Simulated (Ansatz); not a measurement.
**SiH5 (doublet): correlated methods under varied settings at distance Si1–H5 along a hydrogen transfer = 1.381 Å**

What do other methods and options give for SiH5 (doublet) at this geometry, and how long do they take?

The runs use Ansatz 0.2.0, Gaussian basis; the settings change from run to run.

7 further runs of the same task are left out: 7 that didn't finish.

### Step 1. The geometry

The geometry derives from fragments relaxed apart (PBE0/def2-TZVP) and kept rigid, so it is no stationary point. A hydrogen atom is moved between rigid fragments.

6 atoms, charge 0, spin multiplicity 2.

Atoms are counted from 1 here; the program's logs count them from 0.

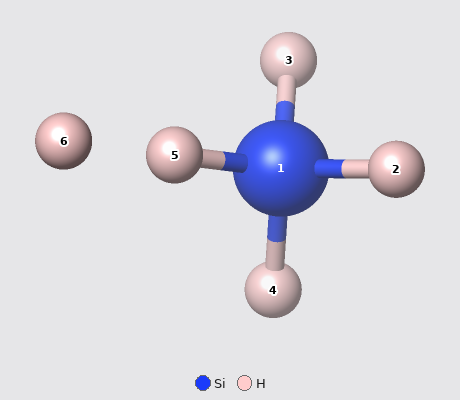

The structure; silicon blue, hydrogen pink; atoms are numbered from 1 in the order of the file.

### Step 2. BCCD on UHF/cc-pVDZ

in.yaml reads:

```yaml
crystal:
  periodic: [false, false, false]
  atoms:
    - {symbol: Si, position_ang: [-0.082563, 0.000000, 0.000000]}
    - {symbol: H, position_ang: [-0.577435, 1.399708, 0.000000]}
    - {symbol: H, position_ang: [-0.577435, -0.699854, 1.212183]}
    - {symbol: H, position_ang: [-0.577435, -0.699854, -1.212183]}
    - {symbol: H, position_ang: [1.298437, 0.000000, 0.000000]}
    - {symbol: H, position_ang: [2.734437, 0.000000, 0.000000]}
basis:
  gaussian: {orbitals: cc-pVDZ}
magnetization: {spin_polarized: true, initial_magnetization: 1}
hamiltonian: {pseudopotentials: {relativity: none}}
correlation: {method: bccd, electrons: valence}
scf: {lower_state_search: off}
```

Started as:

```
$ ansatz run in.yaml --threads 1 --pin off --events-out ev --progress --plain --max-ram 2393MiB
```

Output:

```text
Functional definition: HF
  name "HF"
  cite "Fock, Z. Phys. 61, 126 (1930) doi:10.1007/BF01340294"
  parent pbe
  exchange = exact_x
  correlation = 0
these checks for a lower state are left out or cut short: stability, starts, cluster_reference, orbital_swaps, neighbouring_geometries, increment
399 factors; integrals over basis functions are off by at most 2.1e-3 eV
mean field evaluation 1: about -7936.8846 eV, gradient 8.7e0 eV
mean field evaluation 2: about -7936.9062 eV, gradient 8.7e0 eV
mean field evaluation 4: about -7938.1398 eV, gradient 8.8e-1 eV
mean field evaluation 8: about -7938.1578 eV, gradient 3.0e-4 eV
mean field -7938.15778618 eV, -291.7219179656 hartree, gradient 6.7e-6 eV, S^2 0.753639; 0 other end points of the search recorded, 0 dependent functions left out
5 core orbitals not correlated: weight in the atoms' cores, before any rotation towards them, 1.000 or more for the frozen orbitals, at most 0.000 for the correlated occupied ones
reference -7938.15778618 eV, -291.7219179656 hartree; 5, 4 occupied and 33, 34 virtual orbitals, 399 factors
second order -3.26655276 eV of doubles, -0.00000000 eV of singles
cycle   1  -3.91244512 eV  change   -6.5e-1 eV  update   5.6e-2
cycle   2  -4.13139292 eV  change   -2.2e-1 eV  update   2.0e-2
cycle   3  -4.13510837 eV  change   -3.7e-3 eV  update   5.6e-3
cycle   4  -4.13373402 eV  change    1.4e-3 eV  update   2.1e-3
cycle   5  -4.13334734 eV  change    3.9e-4 eV  update   9.0e-4
cycle   6  -4.13352470 eV  change   -1.8e-4 eV  update   3.2e-4
cycle   7  -4.13372632 eV  change   -2.0e-4 eV  update   7.9e-5
cycle   8  -4.13371655 eV  change    9.8e-6 eV  update   2.2e-5
cycle   9  -4.13370727 eV  change    9.3e-6 eV  update   8.7e-6
Total energy: -7942.29149345 eV, -291.8738289058 hartree
Checks for a lower state left out: stability, starts, cluster_reference, orbital_swaps, neighbouring_geometries, increment
```

Wall time 1.4 s (1 thread of Arm Neoverse N1, shared host).

From the report: ⟨S²⟩ of the determinant 0.754 (pure doublet: 0.75); correlation -4.1337 eV; largest double amplitude 0.03.

### Step 3. CASSCF(5,5)/def2-mTZVP

in.yaml, as its differences from that of step 2:

```diff
@@ -10,6 +10,6 @@
 basis:
-  gaussian: {orbitals: cc-pVDZ}
-magnetization: {spin_polarized: true, initial_magnetization: 1}
-hamiltonian: {pseudopotentials: {relativity: none}}
-correlation: {method: bccd, electrons: valence}
-scf: {lower_state_search: off}
+  gaussian: {orbitals: def2-mTZVP, point_charges: [{charge: 1.00, position_ang: [5.785, -0.230, -0.783]}]}
+magnetization: {spin_polarized: false, initial_magnetization: 1}
+correlation: {active_space: {window: {electrons: 5, orbitals: 5}}}
+scf: {lower_state_search: light}
+output: {forces: true}
```

Launched as before.

Output (excerpt; [...] marks lines left out):

```text
Functional definition: HF
  name "HF"
  cite "Fock, Z. Phys. 61, 126 (1930) doi:10.1007/BF01340294"
  parent pbe
[...]
366 factors; integrals over basis functions are off by at most 7.2e-4 eV
[...]
mean field -7938.29554864 eV, -291.7269806424 hartree, gradient 1.8e-6 eV, S^2 0.750000; 0 other end points of the search recorded, 0 dependent functions left out
reference -7938.29554864 eV, -291.7269806424 hartree; 10, 9 occupied and 27, 28 virtual orbitals, 366 factors
state -7939.06984119 eV, -291.7554353688 hartree
[...]
Total energy: -7939.06984119 eV, -291.7554353688 hartree
Atom 0 at    -0.082563     0.000000     0.000000 Å, force    -3.032019    -0.182074    -0.286198 eV/Å
Atom 1 at    -0.577435     1.399708     0.000000 Å, force     0.015047     0.258625    -0.019749 eV/Å
Atom 2 at    -0.577435    -0.699854     1.212183 Å, force     0.014104    -0.141572     0.211370 eV/Å
Atom 3 at    -0.577435    -0.699854    -1.212183 Å, force     0.187845     0.081458     0.135095 eV/Å
Atom 4 at     1.298437     0.000000     0.000000 Å, force     2.036940    -0.010962    -0.023039 eV/Å
Atom 5 at     2.734437     0.000000     0.000000 Å, force     0.904198    -0.017778    -0.060383 eV/Å
Dipole moment:    -0.241966     0.012809     0.027374 e Å
```

Wall time 0.87 s (1 thread of Arm Neoverse N1, shared host).

From the report: 100 determinants; active occupations 1.98, 1.98, 1.00, 0.02, 0.02.

### Step 4. CCSD(T) on UHF/def2-SVP

in.yaml, as its differences from that of step 3:

```diff
@@ -10,6 +10,6 @@
 basis:
-  gaussian: {orbitals: def2-mTZVP, point_charges: [{charge: 1.00, position_ang: [5.785, -0.230, -0.783]}]}
-magnetization: {spin_polarized: false, initial_magnetization: 1}
-correlation: {active_space: {window: {electrons: 5, orbitals: 5}}}
-scf: {lower_state_search: light}
+  gaussian: {orbitals: def2-SVP}
+magnetization: {spin_polarized: true, initial_magnetization: 1}
+correlation: {method: ccsd_t, electrons: outside_noble_gas}
+accuracy: high
 output: {forces: true}
```

The command is unchanged.

Output (excerpt; [...] marks lines left out):

```text
Functional definition: HF
  name "HF"
  cite "Fock, Z. Phys. 61, 126 (1930) doi:10.1007/BF01340294"
  parent pbe
[...]
884 factors; integrals over basis functions are off by at most 3.2e-9 eV
[...]
mean field -7935.75099761 eV, -291.6334701168 hartree, gradient 1.4e-8 eV, S^2 0.753592; 0 other end points of the search recorded, 0 dependent functions left out
5 core orbitals not correlated: weight in the atoms' cores, before any rotation towards them, 1.000 or more for the frozen orbitals, at most 0.000 for the correlated occupied ones
reference -7935.75099761 eV, -291.6334701168 hartree; 5, 4 occupied and 33, 34 virtual orbitals, 884 factors
second order -3.24088422 eV of doubles, -0.00000000 eV of singles
cycle   1  -3.85930459 eV  change   -6.2e-1 eV  update   5.4e-2
[...]
cycle  21  -4.08249480 eV  change   4.3e-10 eV  update  5.9e-10
perturbative correction -0.06973607 eV, -0.0025627534 hartree
[...]
Total energy: -7939.90322848 eV, -291.7860617868 hartree
Atom 0 at    -0.082563     0.000000     0.000000 Å, force    -2.889453    -0.000004    -0.000000 eV/Å
Atom 1 at    -0.577435     1.399708     0.000000 Å, force    -0.020690     0.013898     0.000000 eV/Å
Atom 2 at    -0.577435    -0.699854     1.212183 Å, force    -0.020688    -0.006947     0.012032 eV/Å
Atom 3 at    -0.577435    -0.699854    -1.212183 Å, force    -0.020688    -0.006947    -0.012032 eV/Å
Atom 4 at     1.298437     0.000000     0.000000 Å, force     2.310766    -0.000000    -0.000000 eV/Å
Atom 5 at     2.734437     0.000000     0.000000 Å, force     0.640753     0.000000     0.000000 eV/Å
Dipole moment:    -0.051635     0.000000     0.000000 e Å
```

Wall time 11 s (1 thread of Arm Neoverse N1, shared host).

From the report: ⟨S²⟩ of the determinant 0.754 (pure doublet: 0.75); correlation -4.1522 eV; T1 0.011; largest double amplitude 0.03.

### Step 5. NEVPT2(5,6)/cc-pVDZ

in.yaml, as its differences from that of step 4:

```diff
@@ -10,6 +10,4 @@
 basis:
-  gaussian: {orbitals: def2-SVP}
-magnetization: {spin_polarized: true, initial_magnetization: 1}
-correlation: {method: ccsd_t, electrons: outside_noble_gas}
-accuracy: high
-output: {forces: true}
+  gaussian: {orbitals: cc-pVDZ, point_charges: [{charge: 1.00, position_ang: [6.956, 0.940, 0.745]}]}
+magnetization: {spin_polarized: false, initial_magnetization: 1}
+correlation: {method: sc_nevpt2, electrons: valence, active_space: {window: {electrons: 5, orbitals: 6}, states: [{multiplicity: 2, weights: [1, 0.5, 0.5, 1]}, {multiplicity: 4, weights: [1]}], root: 2}}
```

The command is unchanged.

Output (excerpt; [...] marks lines left out):

```text
Functional definition: HF
  name "HF"
  cite "Fock, Z. Phys. 61, 126 (1930) doi:10.1007/BF01340294"
  parent pbe
[...]
795 factors; integrals over basis functions are off by at most 1.9e-7 eV
[...]
mean field -7938.18627283 eV, -291.7229648305 hartree, gradient 2.8e-6 eV, S^2 0.750000; 0 other end points of the search recorded, 0 dependent functions left out
reference -7938.18627283 eV, -291.7229648305 hartree; 10, 9 occupied and 33, 34 virtual orbitals, 795 factors
state -7938.55607622 eV, -291.7365548547 hartree
state -7931.22807790 eV, -291.4672558834 hartree
state -7930.60062201 eV, -291.4441973049 hartree
state -7930.18259925 eV, -291.4288352514 hartree
state -7938.55607622 eV, -291.7365548547 hartree; corrected -7941.54524578 eV, -291.8464048098 hartree
state -7931.22807790 eV, -291.4672558834 hartree; corrected -7934.38997769 eV, -291.5834535574 hartree
[...]
state -7931.21448126 eV, -291.4667562162 hartree; corrected -7934.38221407 eV, -291.5831682495 hartree
state -7930.58431381 eV, -291.4435979896 hartree; corrected -7933.93231942 eV, -291.5666349263 hartree
state -7930.16397040 eV, -291.4281506539 hartree; corrected -7933.16669204 eV, -291.5384986389 hartree
state -7929.44414051 eV, -291.4016973935 hartree
state -7929.44414051 eV, -291.4016973935 hartree; corrected -7932.41516860 eV, -291.5108806619 hartree
state -7938.55607622 eV, -291.7365548547 hartree; corrected -7941.54524578 eV, -291.8464048098 hartree
state -7931.22807790 eV, -291.4672558834 hartree; corrected -7934.38997769 eV, -291.5834535574 hartree
state -7930.60062201 eV, -291.4441973049 hartree; corrected -7933.94128601 eV, -291.5669644424 hartree
state -7930.18259925 eV, -291.4288352514 hartree; corrected -7933.18441232 eV, -291.5391498472 hartree
state -7929.47783864 eV, -291.4029357770 hartree; corrected -7932.44404578 eV, -291.5119418786 hartree
[...]
Total energy: -7933.94128601 eV, -291.5669644424 hartree
```

Run time: 26 s. Hardware: 1 thread of Arm Neoverse N1, shared host.

From the report: 300 determinants; active occupations (of the averaged states) 1.82, 1.56, 1.06, 0.51, 0.04, 0.01.

### Step 6. The runs in one table

```
                                                                    level         correlated  functions  energy (eV)    time
                                                      BCCD on UHF/cc-pVDZ            valence         43   -7942.2915   1.4 s
                           CASSCF(5,5)/def2-mTZVP (beside a point charge)                            37   -7939.0698  0.87 s
                                                  CCSD(T) on UHF/def2-SVP  outside noble gas         43   -7939.9032    11 s
NEVPT2(5,6)/cc-pVDZ (excited root 2 of an average, beside a point charge)            valence         43   -7933.9413    26 s
```

### Step 7. Results

| quantity | value |
| --- | --- |
| runs | 4 |
| quickest | CASSCF(5,5)/def2-mTZVP (beside a point charge), 0.87 s |
| slowest | NEVPT2(5,6)/cc-pVDZ (excited root 2 of an average, beside a point charge), 26 s |

Total energies in different bases, with other cores or another treatment of relativity can't be set against each other. NEVPT2(5,6)/cc-pVDZ (excited root 2 of an average, beside a point charge) took 29 times as long as CASSCF(5,5)/def2-mTZVP (beside a point charge); the jobs differ in more than the method.
